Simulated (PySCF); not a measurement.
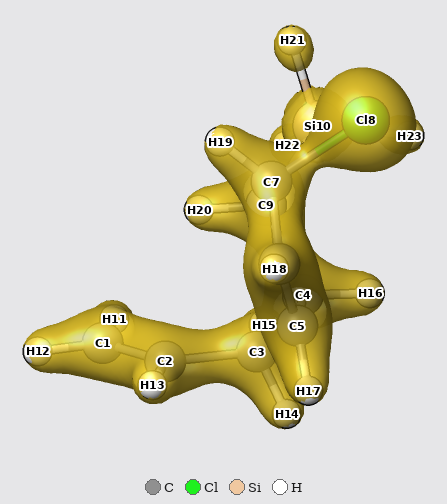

C$_{8}$H$_{13}$ClSi. Isosurface of the total electron density at 1 e/Å³ (yellow), seen at an oblique angle.

Geometry: GFN2-xTB.

Level of theory: PBE0/pcSseg-1, SCF density, gas phase, non-relativistic (PySCF).

Input

```
{"job": {"kind": "nmr", "xc": "PBE0", "basis": "pcSseg-1"}, "charge": 0, "multiplicity": 1}
C      2.881245     0.387613    -1.139848
C      2.205152    -0.197659    -0.169395
C      1.355199     0.526696     0.825173
C     -0.088143     0.008375     0.837178
C     -0.203638    -1.460244     1.126021
C     -1.045147    -2.068285     0.304572
C     -1.651354    -1.101003    -0.654184
Cl    -3.353815    -0.774995    -0.130801
C     -0.795668     0.155454    -0.525232
Si    -1.754581     1.788017    -0.747178
H      2.862722     1.456975    -1.277098
H      3.487911    -0.170881    -1.832421
H      2.234899    -1.273859    -0.052529
H      1.783393     0.387916     1.823174
H      1.349874     1.595471     0.602808
H     -0.632562     0.554189     1.618837
H      0.340414    -1.921674     1.932569
H     -1.334728    -3.104282     0.323565
H     -1.746049    -1.469587    -1.675869
H     -0.022946     0.083241    -1.298069
H     -2.613560     1.687985    -1.923236
H     -0.751685     2.837138    -0.964340
H     -2.511685     2.100383     0.461665
```

Launched as:

```sh
OMP_NUM_THREADS=1 python probes_run.py task.json out
```

> What does this surface tell about the bonding?

At this value the surface falls into five separate pieces. It bridges the sampled C–C (1.32 Å), C–Cl (1.81 Å) and C–H (1.08 Å) contacts, where the density stays above the isovalue. It is pinched off along the sampled C–Si (1.91 Å) contacts. On the grid the lowest density along these lines, outside the cores, is 2.3 e/Å³ (C–C, 1.32 Å), 1.2 e/Å³ (C–Cl, 1.81 Å), 0.76 e/Å³ (C–Si, 1.91 Å) and 1.9 e/Å³ (C–H, 1.08 Å).
